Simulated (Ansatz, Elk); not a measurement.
**SrTiCu: X-ray structure factors from the self-consistent density**

The structure of SrTiCu used here is made up (a known structure type with other elements) and was relaxed beforehand with PBEsol. The aim is the Fourier transform of its all-electron density, F(hkl), set beside the sum over free spherical atoms that refinements use.

Calculated with Elk 11.2.3 (patched build); DFT, PBE, all-electron APW+lo, Dirac cores, scalar-relativistic bands, static density, no spin.

The structure was built from a prototype and need not be the compound's stable phase.

## (1) The structure

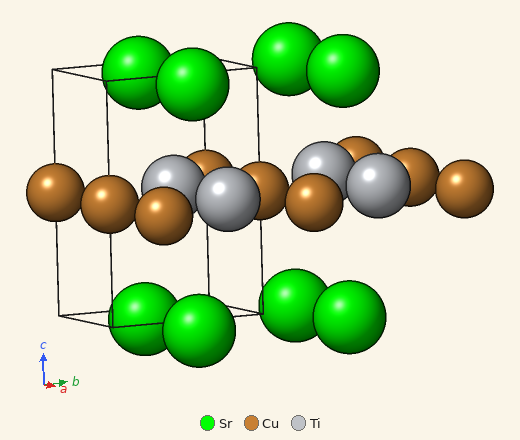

The cell as given, slightly off an axis (strontium green, copper orange, titanium light grey). 2×2×1 cells are drawn. Some periodic images of atoms are drawn too.

## (2) Ground state and structure factors

An all-electron density is needed, since X-rays see the cores too. Task 0 finds the density and task 195 Fourier-transforms it; tshift is off so that phases refer to the origin typed.

Contents of elk.in:

```
tasks
  0
  195

xctype
  20

spinpol
  .false.

rgkmax
  7.0

gmaxvr
  14.0

lmaxo
  7

lmaxapw
  8

swidth
  0.002

tshift
  .false.

ramdisk
  .false.

hmaxvr
  5.5

maxscl
  120

epspot
  1e-06

sppath
  './'

avec
  7.87500236278 -0.00000000000 0.00000000000
  -3.93750118139 6.81995210103 0.00000000000
  0.00000000000 0.00000000000 9.17770809498

atoms
  3
  'Sr.in'
  1
  0.6666666667 0.3333333333 0.0000000000   0.000000 0.000000 0.000000
  'Cu.in'
  1
  0.0000000000 0.0000000000 0.5000000000   0.000000 0.000000 0.000000
  'Ti.in'
  1
  0.3333333333 0.6666666667 0.5000000000   0.000000 0.000000 0.000000

ngridk
  6 6 5
```

Launch:

```
$ OMP_NUM_THREADS=4 elk
```

Numbers of over 12 decimals in the logs are rounded to 6 here.

Output:

```text
┌─────────────────────────┐
│ Elk code version 11.2.3 │
└─────────────────────────┘

All units are atomic (Hartree, Bohr, etc.)

┌─────────────────────────────────────────────────┐
│ Ground-state run starting from atomic densities │
└─────────────────────────────────────────────────┘

Lattice vectors :
   7.875002363      -0.000000000       0.000000000
  -3.937501181       6.819952101       0.000000000
   0.000000000       0.000000000       9.177708095

Reciprocal lattice vectors :
  0.7978645615      0.4606473194      -0.000000000
   0.000000000      0.9212946387      -0.000000000
  -0.000000000      -0.000000000      0.6846137665

Unit cell volume      :    492.9084435
Brillouin zone volume :   0.5032379070

Muffin-tin inner radius fraction :   0.1000000000E-01

Nuclei treated as point charges

Species : 1 (Sr)
 parameters loaded from : Sr.in
 name : strontium
 nuclear charge    :   -38.00000000
 electronic charge :    38.00000000
 atomic mass :    159721.4892
 muffin-tin radius :    2.600000000
 number of radial points in muffin-tin :   1193
 inner part over the whole radius :   0.9909106339E-02
 number on inner part of muffin-tin    :    847
 approximate nuclear radius :   0.8067967193E-04
 number of mesh points to nuclear radius :    415
 atomic positions (lattice), magnetic fields (Cartesian) :
  1 :   0.66666667  0.33333333  0.00000000    0.00000000  0.00000000  0.00000000

Species : 2 (Cu)
 parameters loaded from : Cu.in
 name : copper
 nuclear charge    :   -29.00000000
 electronic charge :    29.00000000
 atomic mass :    115837.2717
 muffin-tin radius :    2.248317367
 number of radial points in muffin-tin :    993
 inner part over the whole radius :   0.9927526157E-02
 number on inner part of muffin-tin    :    700
 approximate nuclear radius :   0.7406004541E-04
 number of mesh points to nuclear radius :    337
 atomic positions (lattice), magnetic fields (Cartesian) :
  1 :   0.00000000  0.00000000  0.50000000    0.00000000  0.00000000  0.00000000

Species : 3 (Ti)
 parameters loaded from : Ti.in
 name : titanium
 nuclear charge    :   -22.00000000
 electronic charge :    22.00000000
 atomic mass :    87256.20317
 muffin-tin radius :    2.248317367
 number of radial points in muffin-tin :    993
 inner part over the whole radius :   0.9868023586E-02
 number on inner part of muffin-tin    :    697
 approximate nuclear radius :   0.6805665174E-04
 number of mesh points to nuclear radius :    326
 atomic positions (lattice), magnetic fields (Cartesian) :
  1 :   0.33333333  0.66666667  0.50000000    0.00000000  0.00000000  0.00000000

Total number of atoms per unit cell :    3
Total muffin-tin volume :    168.8341246
 ratio of muffin-tin to unit cell volume :   0.3425263389

Spin treatment :
 spin-unpolarised

Number of Bravais lattice symmetries :   24
Number of crystal symmetries         :   12
Crystal has no inversion symmetry
Complex Hermitian eigensolver will be used

k-point grid :      6     6     5
k-point offset :    0.000000000       0.000000000       0.000000000
k-point set is reduced with full crystal symmetry group
Total number of k-points :       30

Muffin-tin radius times maximum |G+k| :    7.000000000
 using average radius
Maximum |G+k| for APW functions       :    2.959149060
Maximum (1/2)|G+k|²                   :    4.378281578
Maximum |G| for potential and density :    14.00000000
Constant for pseudocharge density :    9
 order of it for each species :   16  16  16
 order of it for pair densities of each species (exact exchange by exxq0 0: 17) :   12   8   8
Radial integration step length :    1

G-vector grid sizes :     36    36    42
Number of G-vectors :    22919

Maximum angular momentum used for
 APW functions            :    8
 outer part of muffin-tin :    7
 inner part of muffin-tin :    2

Total nuclear charge    :   -89.00000000
Total core charge       :    50.00000000
Total valence charge    :    39.00000000
Total excess charge     :    0.000000000
Total electronic charge :    89.00000000

[...]
correlation                 :     -4.214741
 electron entropic           :    -0.12354062034226E-02
 total energy                :     -5687.9657074943

Density of states at Fermi energy :    95.51965403
 (states/Hartree/unit cell)

Estimated indirect band gap :   0.3266965990E-02
 from k-point 14 to k-point 7
Estimated direct band gap   :   0.4424875434E-02
 at k-point 6

Charges :
 core                        :    50.00000000
 valence                     :    39.00000000
 interstitial                :    5.696941886
 muffin-tins (core leakage)
  species : 1 (Sr)
   atom 1                    :    36.06138130     (  0.2876532868E-04)
  species : 2 (Cu)
   atom 1                    :    26.65448618     (  0.4041710305E-03)
  species : 3 (Ti)
   atom 1                    :    20.58719063     ( -0.2139539408E-06)
 total in muffin-tins        :    83.30305811
 total calculated charge     :    88.99972611
 total charge                :    89.00000000
 error                       :   0.2738874197E-03

RMS change in Kohn-Sham potential (target) :   0.7044184985     (  0.1000000000E-05)
Absolute change in total energy (target)   :   0.6369632162     (  0.1000000000E-03)

[... loops 3 to 16 left out ...]

┌──────────────────┐
│ Loop number : 17 │
└──────────────────┘

Energies :
 Fermi                       :     0.194552
 sum of occupied eigenvalues :     -3323.2316327590
 electron kinetic            :      5820.6394928714
 core electron kinetic       :      5520.3902647327
 Coulomb                     :     -11294.273049478
 Coulomb potential           :     -8864.3156795869
 nuclear-nuclear             :     -697.41932175926
 electron-nuclear            :     -12345.058554523
 Hartree                     :      1748.2048268038
 Madelung                    :     -6862.1152096846
 xc potential                :     -279.55544604349
 exchange                    :     -210.77130975053
 correlation                 :     -4.227595
 electron entropic           :    -0.10533408739979E-02
 total energy                :     -5688.6335150339

Density of states at Fermi energy :    83.04183916
 (states/Hartree/unit cell)

Estimated indirect band gap :   0.2263106400E-02
 from k-point 17 to k-point 12
Estimated direct band gap   :   0.1557950582E-01
 at k-point 7

Charges :
 core                        :    50.00000000
 valence                     :    39.00000000
 interstitial                :    5.029930299
 muffin-tins (core leakage)
  species : 1 (Sr)
[...]
species : 2 (Cu)
[...]
species : 3 (Ti)
[...]
total in muffin-tins        :    83.97006970
 total calculated charge     :    88.99963035
 total charge                :    89.00000000
 error                       :   0.3696461641E-03

RMS change in Kohn-Sham potential (target) :   0.9711651182E-06 (  0.1000000000E-05)
Absolute change in total energy (target)   :   0.2951645092E-04 (  0.1000000000E-03)

Convergence targets achieved

┌──────────────────┐
│ Loop number : 18 │
└──────────────────┘

Energies :
 Fermi                       :     0.194553
 sum of occupied eigenvalues :     -3323.2316031213
 electron kinetic            :      5820.6395084087
 core electron kinetic       :      5520.3902794159
 Coulomb                     :     -11294.273034166
 Coulomb potential           :     -8864.3156811545
 nuclear-nuclear             :     -697.41932175926
 electron-nuclear            :     -12345.058521718
 Hartree                     :      1748.2048093106
 Madelung                    :     -6862.1151935892
 xc potential                :     -279.55543037546
 exchange                    :     -210.77130858873
 correlation                 :     -4.227595
 electron entropic           :    -0.10533360012844E-02
 total energy                :     -5688.6334829999

Density of states at Fermi energy :    83.04141016
 (states/Hartree/unit cell)

Estimated indirect band gap :   0.2263133285E-02
 from k-point 17 to k-point 12
Estimated direct band gap   :   0.1557965922E-01
 at k-point 7

Charges :
 core                        :    50.00000000
 valence                     :    39.00000000
 interstitial                :    5.029930868
 muffin-tins (core leakage)
  species : 1 (Sr)
   atom 1                    :    35.99875480     (  0.2844581038E-04)
  species : 2 (Cu)
   atom 1                    :    27.95510321     (  0.3607976897E-03)
  species : 3 (Ti)
   atom 1                    :    20.01621112     ( -0.2139973461E-06)
 total in muffin-tins        :    83.97006913
 total calculated charge     :    88.99963035
 total charge                :    89.00000000
 error                       :   0.3696467332E-03

┌──────────────────────────────┐
│ Self-consistent loop stopped │
└──────────────────────────────┘

Warning : core states of species 2 leak from the muffin-tin :   0.3607976897E-03

Wrote STATE.OUT
```

Elapsed: 37 s, on 4 threads of Arm Neoverse N1, shared host; peak memory 0.16 GiB; 100 s of CPU time.

SFACRHO.OUT:

```text

h k l indices transformed by vhmat matrix:
   1.000000000       0.000000000       0.000000000    
   0.000000000       1.000000000       0.000000000    
   0.000000000       0.000000000       1.000000000    

      h      k      l  multipl.   |H|            Re(F)            Im(F)           |F|

      0      0      0      1   0.0000000       89.000000     -0.40496961E-18   89.000000    
      0      0     -1      2  0.68461377      -12.020514      0.14128129E-13   12.020514    
      0     -1      0      3  0.92129464      0.25151640      -12.762697       12.765175    
     -1      0      0      3  0.92129464      0.25151640       12.762697       12.765175    
      0     -1     -1      6   1.1478152      -31.454315      -41.571231       52.130041    
     -1      0     -1      6   1.1478152      -31.454315       41.571231       52.130041    
      0      0      2      2   1.3692275       68.482984      0.25016866E-13   68.482984    
      1      1      0      6   1.5957291       64.707857      0.27453205E-13   64.707857    
      0      1     -2      6   1.6503236      0.76407574E-01   11.584853       11.585105    
      0     -1     -2      6   1.6503236      0.76407574E-01  -11.584853       11.585105    
     -1     -1     -1     12   1.7363892      -7.6349023      0.89544795E-14   7.6349023    
      0     -2      0      3   1.8425893     -0.18770961E-01   11.348371       11.348386    
     -2      0      0      3   1.8425893     -0.18770961E-01  -11.348371       11.348386    
     -2      0     -1      6   1.9656631      -26.046460      -33.974952       42.810225    
      2      0     -1      6   1.9656631      -26.046460       33.974952       42.810225    
      0      0     -3      2   2.0538413      -6.7467158      0.45847425E-13   6.7467158    
     -2      1      2     12   2.1026496       57.044264     -0.78829378E-08   57.044264    
     -1      1     -3      6   2.2510104      -24.414459      -31.792727       40.085450
```

Elk indexes on the primitive cell of elk.in and gives |H| = 4π sin θ/λ in inverse bohr. Below, one row stands for each form hkl of the conventional cell (m members, Friedel mates merged), F is for one primitive cell and the density is static (no thermal factor). Free-atom factors are Waasmaier and Kirfel's, and R is Σm||F|−|F'||/Σm|F|.

```
hkl   m  sin θ/λ (Å⁻¹)  abs F, DFT  neutral atoms   diff.  abs of complex diff.
001   2          0.103      12.021         11.983  +0.038                 0.038
100   6          0.139      12.765         12.689  +0.076                 0.192
101  12          0.173      52.130         52.322  -0.192                 0.239
002   2          0.206      68.483         68.936  -0.453                 0.453
110   6          0.240      64.708         65.220  -0.512                 0.512
102  12          0.248      11.585         11.554  +0.031                 0.403
111  12          0.261       7.635          8.127  -0.492                 0.492
200   6          0.277      11.348         11.228  +0.120                 0.451
201  12          0.296      42.810         43.110  -0.300                 0.367
003   2          0.309       6.747          6.987  -0.240                 0.240
112  12          0.316      57.044         57.345  -0.300                 0.300
103  12          0.339      40.085         40.216  -0.130                 0.229
202  12          0.345      10.596         10.546  +0.050                 0.190
210  12          0.367      10.308         10.362  -0.054                 0.143
```

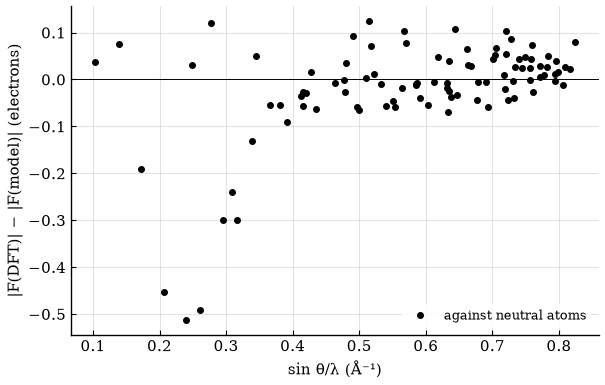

Difference between the calculated structure factors and the independent-atom ones.

## (3) The highest occupied states alone

An energy window below the Fermi level keeps the highest occupied states, to see at which angles they scatter; shallow core shells can lie inside it and anion s states outside. No new self-consistency is needed.

Edit elk.in of step 2 so:

```diff
@@ -1,3 +1,2 @@
 tasks
-  0
   195
@@ -40,2 +39,5 @@
 
+wsfac
+  -0.356690 0.494550
+
 sppath
```

Launch:

```
$ OMP_NUM_THREADS=4 elk
```

Output:

```text
┌─────────────────────────────────┐
│ Elk code version 11.2.3 started │
└─────────────────────────────────┘

Info(readinput): the functional depends on the density's gradient
 muffin-tin radial points multiplied by    2.00000
 (not where nrmtscf is given)

┌────────────────────┐
│ Current task : 195 │
└────────────────────┘
Info(checkmt): changed muffin-tin radius of species 2 (Cu) from   2.4000 to   2.2483
Info(checkmt): changed muffin-tin radius of species 3 (Ti) from   2.4000 to   2.2483

Info(sfacrho): density structure factors written to SFACRHO.OUT

 Energy window :  -0.3566900000      0.4945500000

┌──────────────────┐
│ Elk code stopped │
└──────────────────┘
```

The job ended after 13 s (4 threads; peak memory 0.16 GiB; 16 s of CPU time).

States within 15 eV below the Fermi level hold 17.00 electrons; any levels below the window count with the cores. Their amplitudes can exceed the total, where window and core parts have opposite phase:

```
hkl  sin θ/λ (Å⁻¹)  abs F, window  abs F, all
001          0.103         11.333      12.021
100          0.139          7.679      12.765
101          0.173          6.934      52.130
002          0.206          7.354      68.483
110          0.240          6.393      64.708
102          0.248          5.231      11.585
111          0.261          5.740       7.635
200          0.277          4.638      11.348
201          0.296          4.468      42.810
003          0.309          4.890       6.747
```

(Continued in part 2 of 2.)

[Logs are printed without paths, hosts, clocks, repeated set-up lines and the standing remarks that a program may print on its own settings, such as how far it seeks lower states.]

[Hosts, paths, dates, database ids (printed as entryN), source tags and the programs' standing remarks are cut or masked in the printed files.]
